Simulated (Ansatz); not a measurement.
## Electronic structure of BrFH4W···H2 in real space

The calculation's input:

```
crystal:
  periodic: [false, false, false]
  atoms:
    - { symbol: W, position_ang: [0.0, 0.0, 0.0] }
    - { symbol: H, position_ang: [0.0, 0.0, 2.07] }
    - { symbol: H, position_ang: [1.72, 0.0, 0.0] }
    - { symbol: H, position_ang: [0.0, 1.72, 0.0] }
    - { symbol: H, position_ang: [-1.72, 0.0, 0.0] }
    - { symbol: H, position_ang: [0.0, -1.72, 0.0] }
    - { symbol: F, position_ang: [0.0, 0.0, -1.85] }
    - { symbol: Br, position_ang: [1.8861, 1.9648, 0.905] }
    - { symbol: H, position_ang: [0.6964, 0.7254, 2.129] }
basis:
  gaussian: { orbitals: def2-SVP }
hamiltonian:
  xc: pbe
  dispersion: d4
relax:
  f_tol: 0.15
  max_steps: 25
  restrain:
    - { distance: [0, 7], at: 2.57, k: 30.0 }
    - { distance: [8, 1], at: 0.66, k: 30.0 }
    - { distance: [0, 1], at: 2.92, k: 30.0 }
    - { distance: [8, 7], at: 2.75, k: 30.0 }
output:
  orbitals: {}
```

Command:

```sh
ansatz run input.yaml --threads 2 --pin off --max-ram 3072MiB --backend cpu --events-out ev --progress --plain --runs-dir out
```

The fields are those of the run's last geometry, not of the input's.

Core potentials replace the inner electrons of W; not at a stationary point (largest force 1.9 eV/Å).

All numbers below come from RKS PBE-D4/def2-SVP in Ansatz.

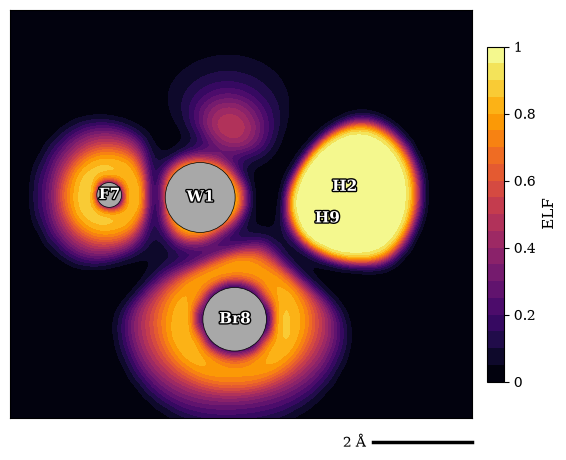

Figure 1. Electron localisation function on the plane of atoms F7, W1 and Br8. Grey discs cover the atomic cores.

**What do the fields say about this system?**

- The plane passes through W, H, F and Br nuclei.
- W1···H9 (2.59 Å): the ELF dips to about 0 between them.
- W–F (1.84 Å): the ELF peaks at about 0.85 in the valence shell of F, 0.6 Å from its nucleus, and drops to about 0.20 between the two atoms.
- W–Br (2.55 Å): the ELF peaks at about 0.75 in the valence shell of Br, 1.0 Å from its nucleus, and is about 0.50 at the midpoint.
- H–H (0.73 Å): the ELF is about 1 at the midpoint: a covalent bond by its length.

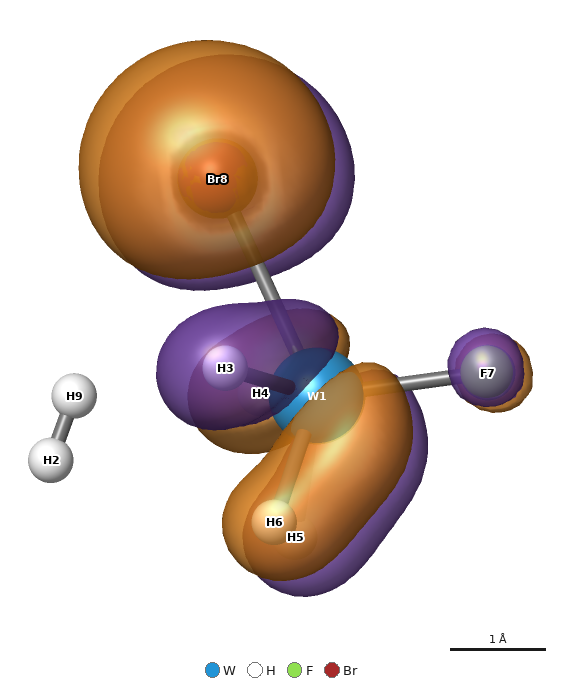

Figure 2. The HOMO at ±0.08 Å⁻³ᐟ² (orange and purple are the two phases), seen across its widest extent.

**Describe this orbital and give its energy.**

By Hirshfeld shares it lies mainly on Br8 (about 65 %) and W1 (about 20 %). Its energy is −6.19 eV.

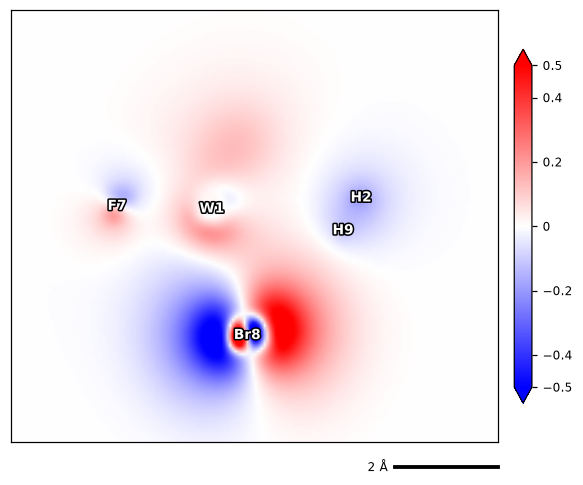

Figure 3. The HOMO−1 on the plane of atoms F7, W1 and Br8 (values in Å⁻³ᐟ²; the overall sign is arbitrary).

**What is the character of this orbital?**

Its weight (Hirshfeld) is mainly on Br8 (about 80 %) and W1 (about 10 %); largely a lone pair of Br8. Its energy is −7.10 eV.
